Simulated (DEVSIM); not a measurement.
Structure: InP n-p junction from an implanted or diffused profile, at 300 K.

| layer (left to right) | material | thickness (μm) | Na (cm⁻³) | τn (s) | τp (s) |
|---|---|---|---|---|---|
| 1 | InP | 120 | 4.9e14 | 8.7e-9 | 8.7e-9 |

Added donor profile: 3.1e16 cm⁻³ × exp(−(x − 0.078 μm)²/(2·(0.17 μm)²)). Left contact: ohmic. Right contact: ohmic. Voltage is applied to the left contact. Recombination: SRH at mid-gap, Auger. Mobility is constant in doping.

Constants are typed, rounded textbook-type inputs, not results; the design itself was drawn at random and stands for no fabricated device. Values at 300 K.

```csv
parameter,InP
gap (eV),1.344
affinity (eV),4.38
permittivity,12.5
Nc (cm⁻³),5.7e17
Nv (cm⁻³),1.1e19
μn (cm²/Vs),5200
μp (cm²/Vs),170
Cn (cm⁶/s),9e-31
Cp (cm⁶/s),9e-31
```

DEVSIM, 1D drift-diffusion, Boltzmann statistics, complete ionisation; no tunnelling, impact ionisation, image-force lowering or self-heating.

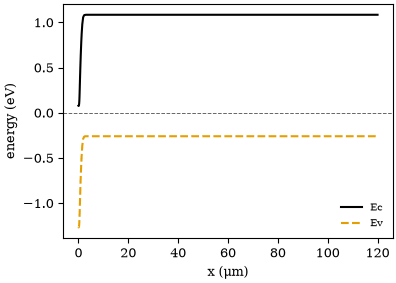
Figure. Band edges at zero bias

Energies count from the Fermi level of the right contact; mesh points crowd at the junctions.

| x (μm) | Ec (eV) | Ev (eV) | n (cm⁻³) | p (cm⁻³) | field (V/cm) |
|---|---|---|---|---|---|
| 0.000 | 0.078 | -1.266 | 2.7e16 | < 1e2 | -480 |
| 0.02811 | 0.077 | -1.267 | 2.9e16 | < 1e2 | -380 |
| 0.06807 | 0.076 | -1.268 | 3.0e16 | < 1e2 | -76 |
| 0.1302 | 0.078 | -1.266 | 2.8e16 | < 1e2 | 490 |
| 0.2601 | 0.093 | -1.251 | 1.6e16 | < 1e2 | 2000 |
| 0.4078 | 0.155 | -1.189 | 1.4e15 | < 1e2 | 7200 |
| 0.5642 | 0.298 | -1.046 | 5.6e12 | < 1e2 | 10000 |
| 0.7648 | 0.491 | -0.853 | 3.3e9 | 51000 | 9000 |
| 0.9357 | 0.634 | -0.710 | 1.3e7 | 1.3e7 | 7800 |
| 1.312 | 0.876 | -0.468 | 1100 | 1.5e11 | 5100 |
| 2.311 | 1.081 | -0.263 | < 1e2 | 4.2e14 | 200 |
| 6.307 | 1.085 | -0.259 | < 1e2 | 4.9e14 | ≈ 0 |
| 15.22 | 1.085 | -0.259 | < 1e2 | 4.9e14 | ≈ 0 |
| 38.28 | 1.085 | -0.259 | < 1e2 | 4.9e14 | ≈ 0 |
| 91.23 | 1.085 | -0.259 | < 1e2 | 4.9e14 | ≈ 0 |
| 108.8 | 1.085 | -0.259 | < 1e2 | 4.9e14 | ≈ 0 |
| 115.4 | 1.085 | -0.259 | < 1e2 | 4.9e14 | ≈ 0 |
| 118.2 | 1.085 | -0.259 | < 1e2 | 4.9e14 | ≈ 0 |
| 119.5 | 1.085 | -0.259 | < 1e2 | 4.9e14 | ≈ 0 |
| 119.8 | 1.085 | -0.259 | < 1e2 | 4.9e14 | ≈ 0 |
| 119.9 | 1.085 | -0.259 | < 1e2 | 4.9e14 | ≈ 0 |
| 120.0 | 1.085 | -0.259 | < 1e2 | 4.9e14 | ≈ 0 |
